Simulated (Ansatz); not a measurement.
## Geometry relaxation of CH8OSi (part 2 of 2)

CH8OSi, SMILES O.C[SiH3]; RKS PBE-D4/def2-SVP (Ansatz 0.2.0). 

Geometry of the input (Å):
```
O  -0.0795  0.3344  -2.5801
H  -0.0368  0.5123  -3.5224
H  -0.0757  -0.6186  -2.4655
C  0.0001  0.9176  0.7859
Si 0.0456  -0.8921  1.3328
H  0.8786  1.4555  1.1307
H  -0.8734  1.4271  1.1826
H  -0.0333  1.0000  -0.2960
H  1.1556  -1.5918  0.6751
H  -1.2088  -1.5622  0.9711
H  0.2276  -0.9822  2.7858
```

Trajectory as extended XYZ, continued:
```
11
Properties=species:S:1:pos:R:3:forces:R:3 step=9 energy=-11078.91710
O    -0.4188    0.1477   -2.4875    0.0656   0.0206  -0.1130
H     0.2318    0.5684   -3.0841   -0.0603  -0.0354   0.1146
H    -0.0415   -0.7435   -2.3615   -0.0105   0.0073   0.0262
C     0.0062    0.9773    0.7420    0.0032  -0.0050  -0.0092
Si    0.0489   -0.8439    1.2266   -0.0018  -0.0065  -0.0093
H     0.9344    1.4967    1.0542   -0.0002   0.0037  -0.0025
H    -0.8573    1.4914    1.2098    0.0057   0.0037  -0.0020
H    -0.0980    1.0369   -0.3622   -0.0056   0.0002   0.0083
H     1.1978   -1.5477    0.5448    0.0000   0.0066  -0.0044
H    -1.2178   -1.5437    0.8055    0.0017   0.0044   0.0001
H     0.2144   -1.0395    2.7124    0.0022   0.0004  -0.0088
11
Properties=species:S:1:pos:R:3:forces:R:3 step=10 energy=-11078.92507
O    -0.4364    0.1266   -2.4989    0.1040   0.0145  -0.0922
H     0.2852    0.5563   -3.0004   -0.0817  -0.0404   0.1033
H    -0.0509   -0.7452   -2.2875   -0.0239   0.0156   0.0156
C    -0.0002    0.9832    0.7329    0.0016   0.0047  -0.0145
Si    0.0485   -0.8419    1.2024   -0.0007   0.0078   0.0121
H     0.9336    1.5017    1.0301   -0.0037  -0.0034   0.0007
H    -0.8557    1.4971    1.2155    0.0080  -0.0040   0.0023
H    -0.1238    1.0473   -0.3688   -0.0070   0.0036  -0.0002
H     1.1897   -1.5374    0.4996    0.0009   0.0025  -0.0114
H    -1.2232   -1.5372    0.7911   -0.0019   0.0002  -0.0055
H     0.2331   -1.0504    2.6840    0.0042  -0.0012  -0.0102
11
Properties=species:S:1:pos:R:3:forces:R:3 step=11 energy=-11078.93393
O    -0.4337    0.1022   -2.5040    0.0913   0.0084  -0.0455
H     0.3649    0.5235   -2.8777   -0.0582  -0.0163   0.0545
H    -0.0959   -0.7737   -2.2362   -0.0308  -0.0039   0.0183
C    -0.0115    0.9971    0.7270   -0.0054   0.0064  -0.0012
Si    0.0495   -0.8343    1.1697    0.0016   0.0005  -0.0124
H     0.9286    1.5116    1.0100    0.0021   0.0032  -0.0031
H    -0.8551    1.5039    1.2366    0.0009   0.0005   0.0033
H    -0.1613    1.0751   -0.3702   -0.0046  -0.0016   0.0048
H     1.1793   -1.5134    0.4320   -0.0044   0.0008  -0.0052
H    -1.2278   -1.5260    0.7692    0.0025   0.0015  -0.0017
H     0.2631   -1.0660    2.6436    0.0050   0.0005  -0.0117
11
Properties=species:S:1:pos:R:3:forces:R:3 step=12 energy=-11078.92328 accepted=F
O    -0.4306    0.0756   -2.5396    1.2314   0.1229  -0.0206
H     0.4694    0.4811   -2.7186   -1.0661  -0.4604   0.2067
H    -0.1711   -0.7998   -2.1693   -0.1512   0.3249  -0.1420
C    -0.0248    1.0137    0.7217   -0.0089  -0.0058  -0.0250
Si    0.0542   -0.8256    1.1283    0.0017  -0.0153   0.0336
H     0.9215    1.5265    0.9876   -0.0068   0.0023  -0.0119
H    -0.8565    1.5097    1.2618    0.0143  -0.0149  -0.0127
H    -0.2042    1.1063   -0.3701   -0.0096   0.0198   0.0167
H     1.1721   -1.4916    0.3598   -0.0153   0.0206  -0.0143
H    -1.2287   -1.5165    0.7443    0.0062   0.0074  -0.0105
H     0.2987   -1.0795    2.5940    0.0042  -0.0015  -0.0200
11
Properties=species:S:1:pos:R:3:forces:R:3 step=13 energy=-11078.93887
O    -0.4216    0.0934   -2.4851    0.1384  -0.0451  -0.0313
H     0.4134    0.4910   -2.8027   -0.0803  -0.0230   0.0513
H    -0.1250   -0.7895   -2.1882   -0.0564   0.0486  -0.0048
C    -0.0201    1.0069    0.7209   -0.0115   0.0094   0.0043
Si    0.0500   -0.8294    1.1418    0.0038   0.0114  -0.0095
H     0.9245    1.5194    0.9928   -0.0022   0.0023  -0.0030
H    -0.8554    1.5072    1.2507    0.0067  -0.0033   0.0031
H    -0.1894    1.0958   -0.3727    0.0006  -0.0017   0.0125
H     1.1712   -1.4999    0.3830   -0.0045   0.0042  -0.0079
H    -1.2308   -1.5190    0.7493    0.0015   0.0014  -0.0017
H     0.2831   -1.0757    2.6103    0.0038  -0.0042  -0.0129
11
Properties=species:S:1:pos:R:3:forces:R:3 step=14 energy=-11078.94308
O    -0.4140    0.0721   -2.5074    0.3291  -0.0168   0.0005
H     0.4622    0.4579   -2.7258   -0.2531  -0.1064   0.0741
H    -0.1641   -0.8093   -2.1622   -0.0680   0.1059  -0.0403
C    -0.0268    1.0198    0.7248   -0.0111  -0.0024  -0.0029
Si    0.0524   -0.8219    1.1201    0.0028  -0.0084  -0.0038
H     0.9206    1.5308    0.9900   -0.0056   0.0033  -0.0060
H    -0.8562    1.5115    1.2719    0.0105  -0.0047  -0.0071
H    -0.2100    1.1198   -0.3655   -0.0051   0.0086   0.0141
H     1.1654   -1.4816    0.3397   -0.0050   0.0128  -0.0082
H    -1.2309   -1.5096    0.7324   -0.0002   0.0067  -0.0044
H     0.3015   -1.0895    2.5822    0.0056   0.0013  -0.0160
11
Properties=species:S:1:pos:R:3:forces:R:3 step=15 energy=-11078.94836
O    -0.3875    0.0737   -2.4634    0.5224  -0.1711   0.0363
H     0.5326    0.3951   -2.6141   -0.4415  -0.1733   0.0869
H    -0.2307   -0.8407   -2.1365   -0.0757   0.3145  -0.1105
C    -0.0384    1.0338    0.7184   -0.0266   0.0085   0.0062
Si    0.0556   -0.8140    1.0828    0.0146   0.0252  -0.0169
H     0.9118    1.5445    0.9739   -0.0065   0.0041  -0.0014
H    -0.8595    1.5133    1.2889    0.0194  -0.0090  -0.0043
H    -0.2425    1.1506   -0.3667    0.0024  -0.0014   0.0345
H     1.1616   -1.4550    0.2764   -0.0126   0.0082  -0.0033
H    -1.2309   -1.4999    0.7030    0.0022  -0.0008  -0.0056
H     0.3279   -1.1015    2.5373    0.0019  -0.0048  -0.0219
11
Properties=species:S:1:pos:R:3:forces:R:3 step=16 energy=-11078.94182 accepted=F
O    -0.3501    0.0515   -2.5042    1.0189  -0.5009   0.4296
H     0.6218    0.2818   -2.4828   -0.9810  -0.2554  -0.0243
H    -0.3425   -0.8540   -2.0924   -0.0290   0.7303  -0.3522
C    -0.0517    1.0577    0.7298   -0.0471  -0.0120  -0.0219
Si    0.0649   -0.7993    1.0401    0.0251   0.0133   0.0131
H     0.8988    1.5696    0.9815   -0.0093   0.0044  -0.0111
H    -0.8660    1.5143    1.3292    0.0287  -0.0194  -0.0191
H    -0.2776    1.2023   -0.3480    0.0143   0.0121   0.0366
H     1.1645   -1.4130    0.2038   -0.0174   0.0241  -0.0040
H    -1.2204   -1.4876    0.6600   -0.0024   0.0054  -0.0136
H     0.3582   -1.1234    2.4832   -0.0008  -0.0019  -0.0333
11
Properties=species:S:1:pos:R:3:forces:R:3 step=17 energy=-11078.95678
O    -0.3665    0.0681   -2.4430    0.3691  -0.1899   0.0457
H     0.5740    0.3266   -2.5620   -0.2986  -0.0800   0.0475
H    -0.2791   -0.8566   -2.1247   -0.0685   0.2354  -0.0791
C    -0.0460    1.0482    0.7245   -0.0216   0.0048   0.0098
Si    0.0597   -0.8046    1.0577    0.0074   0.0247  -0.0266
H     0.9039    1.5595    0.9795   -0.0033   0.0056   0.0018
H    -0.8640    1.5148    1.3094    0.0128  -0.0066   0.0029
H    -0.2592    1.1812   -0.3566    0.0038  -0.0021   0.0261
H     1.1612   -1.4304    0.2343   -0.0039   0.0098  -0.0044
H    -1.2261   -1.4909    0.6758   -0.0005   0.0014  -0.0067
H     0.3421   -1.1159    2.5051    0.0033  -0.0032  -0.0170
11
Properties=species:S:1:pos:R:3:forces:R:3 step=18 energy=-11078.96595
O    -0.3486    0.0411   -2.4349    0.1557  -0.1179   0.0566
H     0.6026    0.2592   -2.5009   -0.0985  -0.0193   0.0123
H    -0.3186   -0.8823   -2.1122   -0.0545   0.1035  -0.0400
C    -0.0515    1.0671    0.7369   -0.0080  -0.0081  -0.0085
Si    0.0626   -0.7924    1.0256    0.0020   0.0180   0.0022
H     0.8985    1.5761    0.9957   -0.0012   0.0042   0.0031
H    -0.8665    1.5179    1.3375    0.0039  -0.0061   0.0018
H    -0.2710    1.2209   -0.3396   -0.0043   0.0133   0.0152
H     1.1636   -1.3994    0.1884   -0.0033   0.0130  -0.0150
H    -1.2238   -1.4754    0.6387    0.0056   0.0048  -0.0143
H     0.3526   -1.1327    2.4648    0.0026  -0.0053  -0.0134
11
Properties=species:S:1:pos:R:3:forces:R:3 step=19 energy=-11078.97657
O    -0.3192    0.0194   -2.3562    0.1849  -0.3364   0.0511
H     0.6497    0.1439   -2.4288   -0.1697  -0.0263   0.0340
H    -0.3806   -0.9309   -2.1121   -0.0229   0.3244  -0.0781
C    -0.0604    1.0950    0.7511   -0.0129  -0.0093   0.0012
Si    0.0673   -0.7730    0.9776    0.0046   0.0362  -0.0342
H     0.8890    1.6013    1.0165    0.0012   0.0043   0.0109
H    -0.8717    1.5210    1.3748    0.0092  -0.0074   0.0010
H    -0.2899    1.2815   -0.3180   -0.0016   0.0041   0.0352
H     1.1670   -1.3479    0.1163    0.0043   0.0084   0.0060
H    -1.2165   -1.4516    0.5741    0.0043   0.0020  -0.0030
H     0.3653   -1.1587    2.4047   -0.0014  -0.0001  -0.0240
11
Properties=species:S:1:pos:R:3:forces:R:3 step=20 energy=-11078.98349
O    -0.2823   -0.0128   -2.3472    0.4415  -0.6034   0.1743
H     0.7062   -0.0095   -2.3174   -0.6082  -0.0571   0.0057
H    -0.4918   -0.9526   -2.1153    0.1562   0.6387  -0.1562
C    -0.0694    1.1255    0.7734   -0.0190  -0.0460  -0.0272
Si    0.0792   -0.7502    0.9253    0.0104   0.0445   0.0149
H     0.8764    1.6318    1.0522   -0.0008  -0.0028   0.0061
H    -0.8807    1.5185    1.4195    0.0188  -0.0195  -0.0194
H    -0.3065    1.3496   -0.2869    0.0007   0.0182   0.0394
H     1.1893   -1.2880    0.0533   -0.0039   0.0164   0.0086
H    -1.1984   -1.4299    0.5031    0.0088   0.0048  -0.0121
H     0.3781   -1.1824    2.3399   -0.0045   0.0061  -0.0341
11
Properties=species:S:1:pos:R:3:forces:R:3 step=21 energy=-11078.99434
O    -0.2566   -0.0410   -2.3277    0.0481   0.0526  -0.0066
H     0.7031   -0.1885   -2.2283   -0.0365  -0.0260   0.0063
H    -0.6231   -0.9201   -2.1208   -0.0164  -0.0329   0.0146
C    -0.0690    1.1348    0.7760    0.0644   0.2476   0.1481
Si    0.1033   -0.7211    0.8928   -0.0474  -0.1689  -0.3304
H     0.8643    1.6355    1.1033   -0.0258   0.0471   0.0153
H    -0.8956    1.4754    1.4243   -0.0795   0.1080   0.1053
H    -0.2951    1.4318   -0.2635    0.0133  -0.0862  -0.1226
H     1.2529   -1.2101    0.0565    0.0867  -0.0638  -0.0640
H    -1.1442   -1.4054    0.4004   -0.0237  -0.0527   0.0074
H     0.3600   -1.1913    2.2871    0.0169  -0.0247   0.2265
11
Properties=species:S:1:pos:R:3:forces:R:3 step=22 energy=-11078.89889 accepted=F
O    -0.2256   -0.0230   -2.2979   -0.1167   0.2172   0.0097
H     0.7083   -0.2636   -2.1914    0.2846  -0.0471  -0.0061
H    -0.6705   -0.8629   -2.0989   -0.1709  -0.1917   0.0130
C    -0.0851    1.1551    0.8206    0.1851  -0.0794  -0.3138
Si    0.1107   -0.7256    0.8034    0.0577  -0.0748   1.0533
H     0.8292    1.7064    1.1224    0.1315  -0.2362  -0.0756
H    -0.8998    1.5607    1.4567   -0.1188  -0.3425  -0.1606
H    -0.2744    1.3385   -0.2480   -0.2078   0.5706  -0.2306
H     1.2878   -1.2728    0.0191   -0.1170   0.2431  -0.0549
H    -1.1296   -1.4730    0.3738    0.0330   0.1553  -0.1389
H     0.3489   -1.1399    2.2402    0.0394  -0.2143  -0.0956
11
Properties=species:S:1:pos:R:3:forces:R:3 step=23 energy=-11079.00567
O    -0.2422   -0.0285   -2.2951    0.0788  -0.0930   0.0051
H     0.7108   -0.2354   -2.2244   -0.1052   0.0099   0.0015
H    -0.6525   -0.8988   -2.1247    0.0168   0.0761  -0.0088
C    -0.0741    1.1450    0.7852    0.0106   0.0750   0.0208
Si    0.1091   -0.7250    0.8756   -0.0125  -0.0286  -0.0333
H     0.8534    1.6575    1.1111    0.0052  -0.0092   0.0001
H    -0.9044    1.4970    1.4293   -0.0156  -0.0108  -0.0035
H    -0.2890    1.4169   -0.2667   -0.0040  -0.0022  -0.0080
H     1.2645   -1.2143    0.0372    0.0172   0.0010   0.0056
H    -1.1348   -1.4227    0.3871   -0.0009  -0.0057  -0.0007
H     0.3591   -1.1917    2.2853    0.0096  -0.0124   0.0212
11
Properties=species:S:1:pos:R:3:forces:R:3 step=24 energy=-11079.00947
O    -0.2213   -0.0310   -2.2944   -0.0019  -0.0014  -0.0137
H     0.7023   -0.3344   -2.2135   -0.0023  -0.0100   0.0096
H    -0.7222   -0.8496   -2.1191   -0.0047   0.0117   0.0044
C    -0.0758    1.1541    0.7918   -0.0087  -0.0168   0.0015
Si    0.1228   -0.7183    0.8652    0.0066   0.0114  -0.0112
H     0.8412    1.6679    1.1432    0.0005   0.0048   0.0014
H    -0.9250    1.4880    1.4207   -0.0045   0.0041   0.0005
H    -0.2710    1.4325   -0.2626    0.0080   0.0033   0.0037
H     1.3005   -1.1846    0.0442    0.0031  -0.0036   0.0060
H    -1.1058   -1.4245    0.3495    0.0039  -0.0038   0.0003
H     0.3543   -1.2000    2.2749   -0.0001   0.0003  -0.0024
11
Properties=species:S:1:pos:R:3:forces:R:3 step=25 energy=-11078.99872 accepted=F
O    -0.1872   -0.0254   -2.3358    0.0728  -0.8360   0.3326
H     0.6873   -0.4577   -2.1613   -0.6278   0.2649  -0.1175
H    -0.8239   -0.7482   -2.0911    0.5511   0.5724  -0.1983
C    -0.0798    1.1572    0.7920   -0.0134  -0.0570  -0.0138
Si    0.1460   -0.7145    0.8555    0.0006   0.0246   0.0488
H     0.8198    1.6797    1.1757   -0.0224   0.0008  -0.0106
H    -0.9548    1.4718    1.3968    0.0272  -0.0024  -0.0179
H    -0.2458    1.4391   -0.2673    0.0151   0.0096   0.0158
H     1.3473   -1.1602    0.0561   -0.0139   0.0094   0.0005
H    -1.0620   -1.4374    0.3118    0.0104   0.0075  -0.0106
H     0.3531   -1.2044    2.2675    0.0002   0.0061  -0.0289
11
Properties=species:S:1:pos:R:3:forces:R:3 step=26 energy=-11079.01088
O    -0.2152   -0.0276   -2.3052    0.0569  -0.1676   0.0497
H     0.6860   -0.3858   -2.1730   -0.1293   0.0459  -0.0237
H    -0.7732   -0.8052   -2.1011    0.0722   0.1209  -0.0288
C    -0.0752    1.1545    0.7879    0.0027  -0.0093   0.0005
Si    0.1363   -0.7167    0.8579   -0.0056   0.0067   0.0090
H     0.8296    1.6730    1.1642   -0.0114  -0.0008  -0.0011
H    -0.9429    1.4794    1.3969    0.0096  -0.0012  -0.0103
H    -0.2451    1.4360   -0.2704   -0.0001   0.0003   0.0112
H     1.3286   -1.1735    0.0526    0.0005   0.0051  -0.0016
H    -1.0792   -1.4312    0.3213    0.0057  -0.0014   0.0025
H     0.3504   -1.2030    2.2689   -0.0010   0.0014  -0.0072
11
Properties=species:S:1:pos:R:3:forces:R:3 step=27 energy=-11079.01121
O    -0.1901   -0.0229   -2.3080    0.0460  -0.2524   0.0727
H     0.6833   -0.4514   -2.1873   -0.1957   0.0874  -0.0217
H    -0.8064   -0.7543   -2.0926    0.1414   0.1654  -0.0494
C    -0.0796    1.1551    0.7908   -0.0146  -0.0116   0.0033
Si    0.1419   -0.7148    0.8576    0.0266   0.0094   0.0035
H     0.8188    1.6787    1.1754   -0.0109  -0.0063  -0.0050
H    -0.9542    1.4737    1.3931    0.0084   0.0005  -0.0057
H    -0.2428    1.4376   -0.2681    0.0098   0.0041   0.0029
H     1.3406   -1.1610    0.0552   -0.0058   0.0003   0.0057
H    -1.0663   -1.4379    0.3159    0.0000   0.0038  -0.0028
H     0.3550   -1.2028    2.2679   -0.0052  -0.0007  -0.0036
11
Properties=species:S:1:pos:R:3:forces:R:3 step=28 energy=-11079.01265
O    -0.1908   -0.0217   -2.3096   -0.0022   0.0008   0.0005
H     0.6674   -0.4683   -2.1844    0.0022  -0.0026   0.0005
H    -0.8238   -0.7315   -2.0924   -0.0034   0.0013   0.0006
C    -0.0787    1.1532    0.7890   -0.0003  -0.0003   0.0040
Si    0.1498   -0.7151    0.8598    0.0002   0.0011   0.0008
H     0.8119    1.6804    1.1862   -0.0014  -0.0013  -0.0014
H    -0.9624    1.4699    1.3783   -0.0003  -0.0013  -0.0032
H    -0.2266    1.4347   -0.2723    0.0021   0.0020   0.0003
H     1.3552   -1.1573    0.0664    0.0014  -0.0002   0.0009
H    -1.0523   -1.4407    0.3075    0.0021  -0.0002  -0.0017
H     0.3505   -1.2036    2.2715   -0.0005   0.0007  -0.0011
```

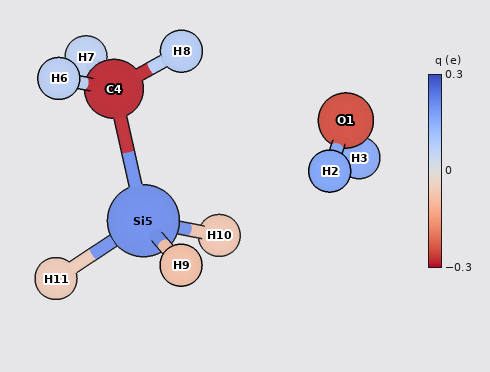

*Mulliken charges, as the colour of each atom (ball-and-stick view, seen at a tilt; atoms are numbered from 1 in the order of the input; Mulliken charges depend strongly on the basis).*

By element: O −0.24, H −0.08 to +0.16, C −0.28 and Si +0.21 e.

Key numbers:

| quantity | value |
| --- | --- |
| outcome | converged |
| total energy | −11079.0127 eV |
| mean-field energy | −11078.8621 eV |
| dispersion energy | −0.1506 eV |
| SCF solution under orbital rotations | stable |
| largest force (length of the vector) at the end | 0.004 eV/Å |
| dipole moment | 0.79 D |
| wall time | 12 s (CPU time 37 s) |
| peak memory | 0.13 GiB |
